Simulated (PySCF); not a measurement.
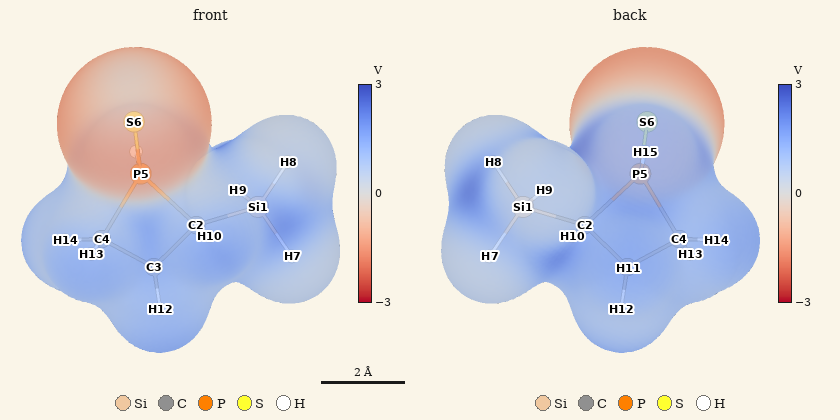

Figure. C3H9PSSi. The molecular electrostatic potential painted on the density surface at 0.004 e/bohr³, seen from the front and from behind; red is negative and blue positive.

Geometry: GFN2-xTB.

Method: PBE0/pcSseg-1, SCF density, gas phase, non-relativistic in PySCF.

```yaml
atoms:
  - { symbol: Si, position_ang: [2.1140, -0.5488, 0.0076] }
  - { symbol: C, position_ang: [0.3055, -0.2521, 0.5122] }
  - { symbol: C, position_ang: [-0.8280, -0.8972, -0.3158] }
  - { symbol: C, position_ang: [-1.8309, 0.2700, -0.2427] }
  - { symbol: P, position_ang: [-0.4356, 1.4136, 0.1936] }
  - { symbol: S, position_ang: [-0.5323, 2.8535, 1.4708] }
  - { symbol: H, position_ang: [2.3908, -1.9714, 0.1968] }
  - { symbol: H, position_ang: [2.9726, 0.2920, 0.8356] }
  - { symbol: H, position_ang: [2.2396, -0.1930, -1.4085] }
  - { symbol: H, position_ang: [0.1587, -0.4585, 1.5778] }
  - { symbol: H, position_ang: [-0.5101, -1.0673, -1.3447] }
  - { symbol: H, position_ang: [-1.2006, -1.8373, 0.0894] }
  - { symbol: H, position_ang: [-2.5045, 0.1802, 0.6127] }
  - { symbol: H, position_ang: [-2.4160, 0.4711, -1.1387] }
  - { symbol: H, position_ang: [0.0723, 1.7532, -1.0679] }
```

Which sites attract a positive test charge, and which a negative one?

A positive charge is drawn to the negative regions and a negative charge to the positive ones. The most negative region (about −1.4 V) lies over S6, the most positive (about +2.1 V) over Si1.

How polar is the molecule by this calculation?

Its dipole moment is 4.32 D.
